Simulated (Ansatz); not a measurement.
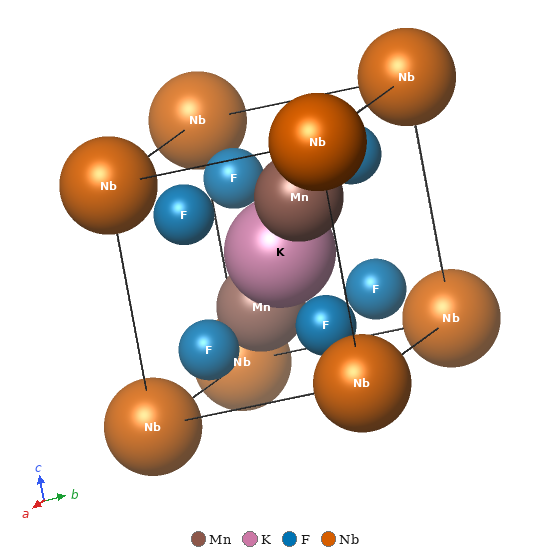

Figure: spheres-only view slightly off an axis. Atoms at the boundary of the simulation cell (the box) are drawn once for each face, edge or corner they touch.

```xyz
10
Lattice="0.0000 3.9148 3.9148 3.9148 0.0000 3.9148 3.9148 3.9148 0.0000" Properties=species:S:1:pos:R:3 pbc="T T T"
Mn    1.9574    1.9574    1.9574
Mn    5.8722    5.8722    5.8722
K     3.9148    3.9148    3.9148
F     1.7225    3.9148    3.9148
F     3.9148    1.7225    3.9148
F     6.1071    3.9148    3.9148
F     3.9148    6.1071    3.9148
F     3.9148    3.9148    1.7225
F     3.9148    3.9148    6.1071
Nb    0.0000    0.0000    0.0000
```

Theory: DFT, PAW plane waves, r2SCAN in Ansatz. Numerical settings: 500 eV cutoff, an 8×8×8 sampling of the Brillouin zone, Fermi-Dirac smearing of 0.1 eV, no spin polarisation (a spin-restricted run, not always the ground state). The pressure of the cell is 65 GPa.

How charged are the atoms, by the Bader scheme?

Answer. K +0.81 e; Mn +0.44 e; Nb +3.05 e; F -0.79 e.

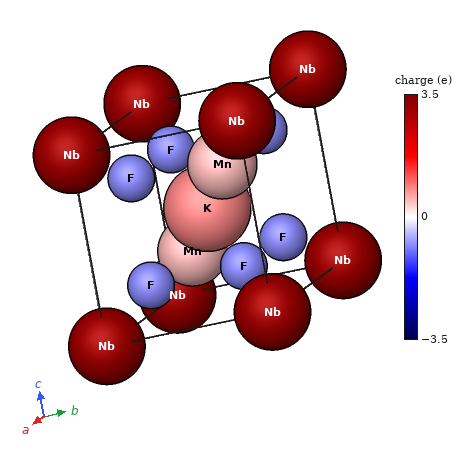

The atoms coloured by those charges.

Provenance: a generated cell, made by putting these elements into a known structure type (the compound may or may not exist in this form); not relaxed. It was run through Ansatz as a DFT input.

At this level of theory the cell isn't at rest (compressed, at 65 GPa and forces up to 7.9 eV/Å), so its distances can differ from those at equilibrium, the more so the softer the solid.
